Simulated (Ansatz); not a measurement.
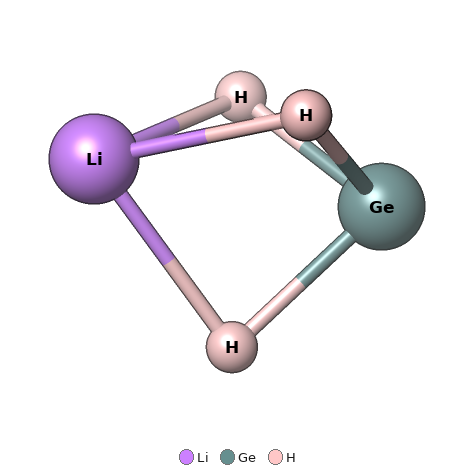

Distant atoms are faded towards the background colour. The computed structure is the end point of a PBE0-D4/def2-TZVP optimisation. No frequency run is at hand to confirm it as a minimum.

**Which symmetry elements does this geometry have?**

It has 1 C3 axis and 3 mirror planes, so the point group is C3v. The group has 6 operations. The geometry is achiral, and symmetry allows a dipole moment.
